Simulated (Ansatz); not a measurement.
CH2FOSi (SMILES F[Si-]1CO1) (charge −1)

The calculation's input:

```
crystal:
  periodic: [false, false, false]
  atoms:
    - symbol: C
      position_ang: [-1.450914, -1.036641, 1.032108]
    - symbol: F
      position_ang: [-3.561777, 0.039806, 2.536635]
    - symbol: O
      position_ang: [-2.527036, -0.720470, 0.114508]
    - symbol: Si
      position_ang: [-3.239026, -1.392965, 1.598079]
    - symbol: H
      position_ang: [-0.753852, -1.799643, 0.643617]
    - symbol: H
      position_ang: [-0.913954, -0.141476, 1.390294]
basis:
  gaussian:
    orbitals: def2-TZVPD
magnetization:
  spin_polarized: false
total_charge: -1
output:
  forces: true
  orbitals: {seedname: orbitals}
hamiltonian:
  xc: {name: PBE0}
```

Run with:

```sh
ansatz run input.yaml --threads 2 --pin off --max-ram 4350MiB --events-out events.jsonl --progress --plain --runs-dir runs
```

Geometry: B3LYP-D3(BJ)/def2-SVPD.

These are results of Ansatz, isolated molecule in a Gaussian basis; Kohn-Sham density functional theory, functional PBE0, not measurements.

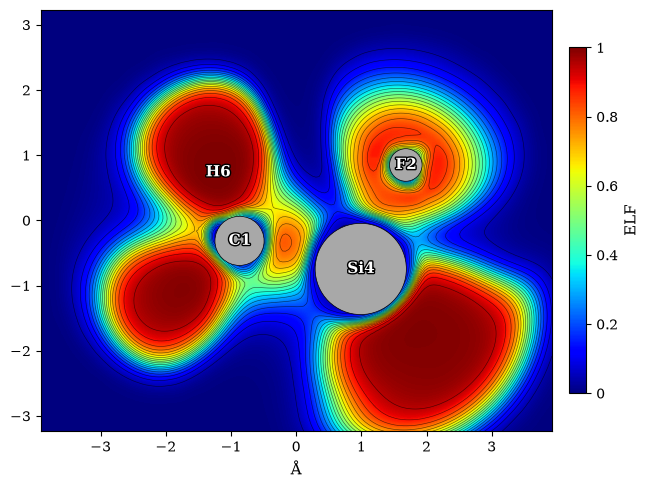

Figure 1. Electron localisation function on the plane of atoms Si4, C1 and H6. Grey discs cover the atomic cores.

### Read the bonding off the picture.

- The plane passes through C, F, Si and H nuclei.
- Si–F (1.74 Å): the ELF peaks at about 0.85 in the valence shell of F, 0.5 Å from its nucleus, and is about 0.55 at the midpoint.
- C–Si (1.91 Å): the ELF peaks at about 0.80 between the atoms: a shared electron pair.
- C–H (1.10 Å): the ELF climbs to about 1 towards the hydrogen, as it does in any bond to H; a covalent bond by its length.
- The ELF also peaks beside Si4 and F2, away from the bonds: lone-pair regions.

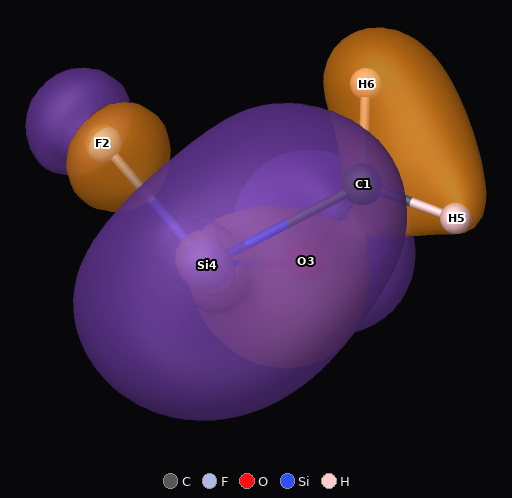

Figure 2. The HOMO−1 at ±0.08 Å⁻³ᐟ² (orange and purple are the two phases), seen across its widest extent.

### Where does this orbital lie, and at what energy?

It lies mainly on Si4 (about 40 %), O3 (about 35 %), C1 (about 15 %) and F2 (about 5 %). Its energy is −1.83 eV.

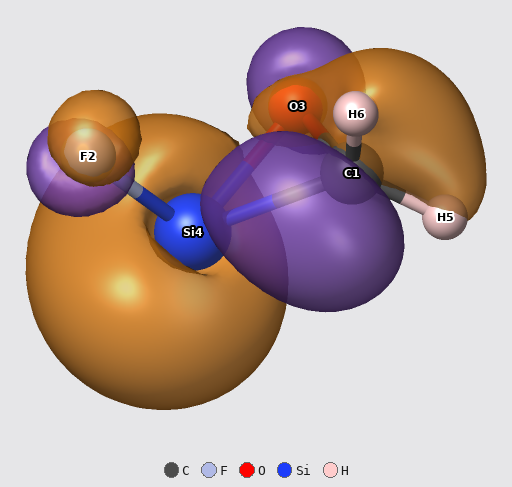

Figure 3. The HOMO at ±0.1 Å⁻³ᐟ² (orange and purple are the two phases), seen from one side.

### What is the character of this orbital?

Its weight (Hirshfeld) is mainly on Si4 (about 55 %), C1 (about 25 %) and O3 (about 10 %). Its energy is −0.72 eV.
